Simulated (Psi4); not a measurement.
# BH3 (borane): HF/STO-3G

What is the energy change on altering one bond length of BH3 (borane) at HF/STO-3G? 

The calculation is run with Psi4 1.11.

**1. Starting point**

BH3: 4 atoms, total charge 0, spin state singlet. SMILES: `B`. Geometry: relaxed at PBE0-D4/def2-TZVP.

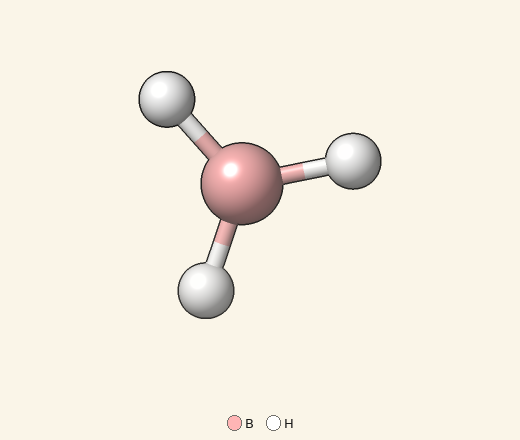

Viewed from a chosen angle; boron pink, hydrogen white.

**2. The energy at HF/STO-3G**

Input file calc.inp:

```
memory 1.6 GB

molecule {
  0 1
  B      0.02626719    -0.02853486    -0.00963760
  H      1.85608900     0.72130846     1.07487622
  H     -0.52194236    -2.21438107     0.08125822
  H     -1.25553404     1.40765699    -1.18466931
  units au
  symmetry c1
}

set {
  basis STO-3G
  puream true
  e_convergence 1e-09
  d_convergence 1e-08
  scf_type pk
}

E, wfn = energy('scf', return_wfn=True)
oeprop(wfn, 'QUADRUPOLE', 'LOWDIN_CHARGES', 'DIPOLE')
```

Started as:

```console
$ psi4 -i calc.inp -o calc.out -n 1
```

calc.out:

```text
[...]
  Running in c1 symmetry.
[...]
  Nuclear repulsion =    7.418838237178044
[...]
  Multiplicity = 1
[...]
  Nalpha       = 4
  Nbeta        = 4
[...]
    Number of basis functions: 8
[...]
   @RHF iter   1:   -26.05719401361040   -1.29172e+00   1.52468e-02 ADIIS/DIIS
[...]
   @RHF iter   5:   -26.06858754327099   -1.19996e-10   9.65022e-09 DIIS
[...]
    Orbital Energies [Eh]
    ---------------------
    Doubly Occupied:
       1A     -7.416412     2A     -0.664672     3A     -0.461509
       4A     -0.461498
[...]
  @RHF Final Energy:   -26.06858754327099
   => Energetics <=
    Nuclear Repulsion Energy =              7.4188382371780444
    One-Electron Energy =                 -48.9666699950700846
    Two-Electron Energy =                  15.4792442146210547
    Total Energy =                        -26.0685875432709864
[...]
 Multipole Moments:
 ------------------------------------------------------------------------------------
     Multipole            Electronic (a.u.)      Nuclear  (a.u.)        Total (a.u.)
 ------------------------------------------------------------------------------------
 L = 1.  Multiply by 2.5417464519 to convert [e a0] to [Debye]
 Dipole X            :          0.0001259           -0.0000804            0.0000455
 Dipole Y            :         -0.0001151            0.0000804           -0.0000347
 Dipole Z            :         -0.0002369            0.0001608           -0.0000761
 Magnitude           :                                                    0.0000952
 L = 2.  Multiply by 1.3450342976 to convert [e a0^2] to [Debye ang]
 Quadrupole XX       :        -11.1030885            5.2917960           -5.8112925
 Quadrupole XY       :         -0.8783453            0.7294690           -0.1488763
[...]
```

Wall time 2 s (1 thread of Intel Xeon Platinum 8488C (Sapphire Rapids), shared host); peak memory 0.18 GiB.

**3. The distorted shape: energy and forces at HF/STO-3G**

Input file bh3.xyz:

```xyz
4
BH3
B      0.158940     0.563211    -0.029148
H      1.127240     0.960011     0.544752
H     -0.276200    -1.171800     0.043000
H     -0.519360     1.323211    -0.650948
```

Input file calc.py:

```python
import psi4

psi4.set_memory('1600 MB')
psi4.set_num_threads(1)
psi4.set_output_file('psi4.out', False)

with open('bh3.xyz') as f:
    atoms = ''.join(f.readlines()[2:])
m = psi4.geometry('0 1\n' + atoms + 'symmetry c1\nno_reorient\nno_com')

psi4.set_options({
    'basis': 'STO-3G',
    'puream': True,
    'e_convergence': 1e-09,
    'd_convergence': 1e-08,
    'scf_type': 'pk',
})

e_tot, wfn = psi4.gradient("scf", return_wfn=True)
psi4.oeprop(wfn, "WIBERG_LOWDIN_INDICES", "DIPOLE", "MAYER_INDICES")
print('gradient / Eh bohr^-1')
print(e_tot.np.round(6))
print(f'energy = {wfn.energy():.10f} Eh')
for k, v in sorted(psi4.core.scalar_variables().items()):
    print(f'{k:45s} {v:18.10f}')
```

Started as:

```console
$ python calc.py
```

psi4.out:

```text
[...]
  Running in c1 symmetry.
[...]
  Nuclear repulsion =    6.574802654376959
[...]
  Multiplicity = 1
[...]
  Nalpha       = 4
  Nbeta        = 4
[...]
    Number of basis functions: 8
[...]
   @RHF iter   1:   -25.90947794712551   -1.29989e+00   2.26795e-02 ADIIS/DIIS
[...]
   @RHF iter   8:   -25.94219869040831   -2.13163e-14   1.87532e-09 DIIS
[...]
    Orbital Energies [Eh]
    ---------------------
    Doubly Occupied:
       1A     -7.434709     2A     -0.641998     3A     -0.469719
       4A     -0.336554
[...]
  @RHF Final Energy:   -25.94219869040831
   => Energetics <=
    Nuclear Repulsion Energy =              6.5748026543769589
    One-Electron Energy =                 -47.2680431945952364
    Two-Electron Energy =                  14.7510418498099636
    Total Energy =                        -25.9421986904083113
[...]
  -Total Gradient:
     Atom            X                  Y                   Z
    ------   -----------------  -----------------  -----------------
       1        0.028626767479     0.114152660763    -0.004775804112
       2        0.015194370513     0.011299498592     0.007938929598
       3       -0.035592911557    -0.141905473042     0.005903891091
       4       -0.008228226435     0.016453313688    -0.009067016577
[...]
 Multipole Moments:
 ------------------------------------------------------------------------------------
     Multipole            Electronic (a.u.)      Nuclear  (a.u.)        Total (a.u.)
 ------------------------------------------------------------------------------------
 L = 1.  Multiply by 2.5417464519 to convert [e a0] to [Debye]
 Dipole X            :         -2.0811962            2.1285497            0.0473535
 Dipole Y            :         -7.2332390            7.4218559            0.1886169
 Dipole Z            :          0.3869195           -0.3948318           -0.0079123
 Magnitude           :                                                    0.1946312
[...]
```

On the terminal:

```text
gradient / Eh bohr^-1
[[ 0.028627  0.114153 -0.004776]
 [ 0.015194  0.011299  0.007939]
 [-0.035593 -0.141905  0.005904]
 [-0.008228  0.016453 -0.009067]]
energy = -25.9421986904 Eh
CURRENT ENERGY                                    -25.9421986904
CURRENT REFERENCE ENERGY                          -25.9421986904
DD SOLVATION ENERGY                                 0.0000000000
HF KINETIC ENERGY                                  26.2085255241
HF POTENTIAL ENERGY                               -52.1507242145
HF TOTAL ENERGY                                   -25.9421986904
HF VIRIAL RATIO                                     1.9898381604
NUCLEAR REPULSION ENERGY                            6.5748026544
ONE-ELECTRON ENERGY                               -47.2680431946
PCM POLARIZATION ENERGY                             0.0000000000
PE ENERGY                                           0.0000000000
SCF ITERATION ENERGY                              -25.9421986904
SCF ITERATIONS                                      8.0000000000
SCF TOTAL ENERGY                                  -25.9421986904
TWO-ELECTRON ENERGY                                14.7510418498
```

It took 2.2 s on 1 thread of Intel Xeon Platinum 8488C (Sapphire Rapids), shared host; peak memory 0.18 GiB.

**4. What came out**

Level: HF/STO-3G.

| quantity | value |
| --- | --- |
| first shape: total energy | -26.06859 Eh |
| first shape: dipole moment | 0.00 D |
| first shape: HOMO energy | -12.56 eV |
| first shape: LUMO energy | 6.52 eV |
| first shape: HOMO–LUMO gap | 19.08 eV |
| distorted shape: total energy | -25.94220 Eh |
| distorted shape: dipole moment | 0.49 D |
| distorted shape: HOMO energy | -9.16 eV |
| distorted shape: LUMO energy | 6.41 eV |
| distorted shape: HOMO–LUMO gap | 15.57 eV |
| distorted shape: largest force on an atom | 7.529 eV/Å |
| energy change with the B1–H3 bond stretched from 1.193 to 1.790 Å | 3.439 eV |

In words: With the B1–H3 bond stretched from 1.193 to 1.790 Å the energy rises by 3.44 eV (332 kJ/mol). The first shape isn't relaxed at this level, so the change isn't measured from a minimum. The minimal basis adds a large error of its own.
